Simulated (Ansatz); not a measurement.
The calculation's input:

```
basis:
  gaussian: {orbitals: def2-SVPD}
crystal:
  periodic: [false, false, false]
  atoms:
    - {symbol: B, position_ang: [1.309066, 0.370621, 0.353588]}
    - {symbol: F, position_ang: [-0.115571, 3.013597, -1.938417]}
    - {symbol: F, position_ang: [-1.742790, 1.057808, -1.773223]}
    - {symbol: O, position_ang: [0.872604, 0.847800, 1.563424]}
    - {symbol: O, position_ang: [2.347056, -0.497920, 0.309928]}
    - {symbol: O, position_ang: [0.676641, 0.790254, -0.784083]}
    - {symbol: O, position_ang: [-1.131739, 2.396847, 0.440812]}
    - {symbol: Si, position_ang: [-0.588349, 1.826396, -0.975842]}
    - {symbol: H, position_ang: [1.375927, 0.497597, 2.305644]}
    - {symbol: H, position_ang: [2.561358, -0.760361, -0.591244]}
    - {symbol: H, position_ang: [-0.632013, 2.054950, 1.199731]}
hamiltonian: {xc: {name: PBE0}}
output: {forces: true, orbitals: {seedname: orbitals}}
```

Launched as:

```sh
ansatz run input.yaml --threads 2 --pin off --max-ram 6090MiB --events-out events.jsonl --progress --plain --runs-dir runs
```

Geometry: PBE0-D4/def2-SVP.

The calculation used isolated molecule in a Gaussian basis; Kohn-Sham density functional theory, functional PBE0 in Ansatz.

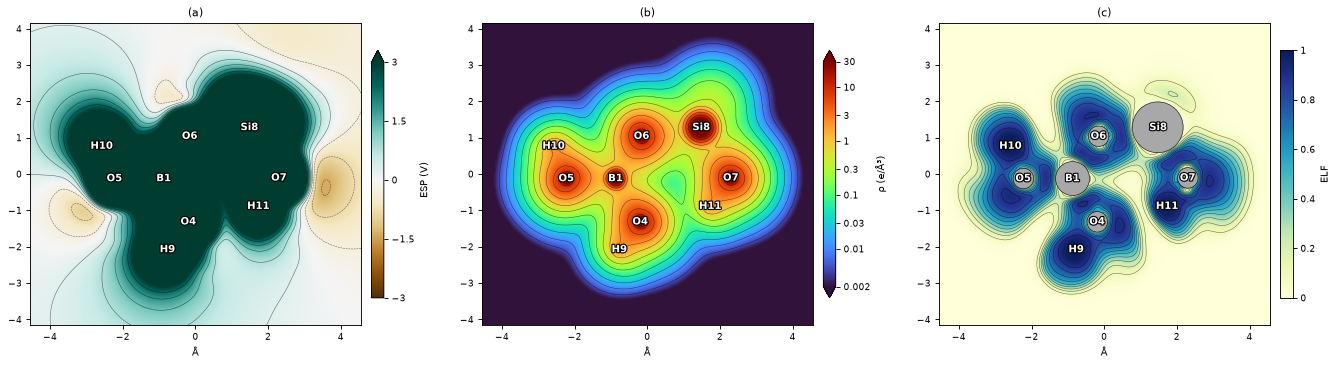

BF2H3O4Si. (a) molecular electrostatic potential; (b) electron density; (c) ELF on the plane of atoms Si8, O7 and H11. Grey discs cover the atomic cores in the ELF map.

**Interpret the plot.**

The section cuts through B, O, Si and H sites.
B–O (1.35 Å): ρ at the midpoint is about 2.2 e/Å³; the ELF peaks at about 0.90 between the atoms: a short, strongly polar bond.
Si–O (1.62 Å): the density is about 1.2 e/Å³ at the midpoint; the ELF peaks at about 0.90 between the atoms; a short, strongly polar bond.
O–H (0.96 Å): ρ at the midpoint is about 3.7 e/Å³; the ELF climbs to about 1 towards the hydrogen, as it does in any bond to H; a covalent bond by its length.
The ELF also peaks beside O5, O7 and O6, away from the bonds: lone-pair regions.
Outside the dense part of the molecule the potential is most negative (−1.4 V) near O7.
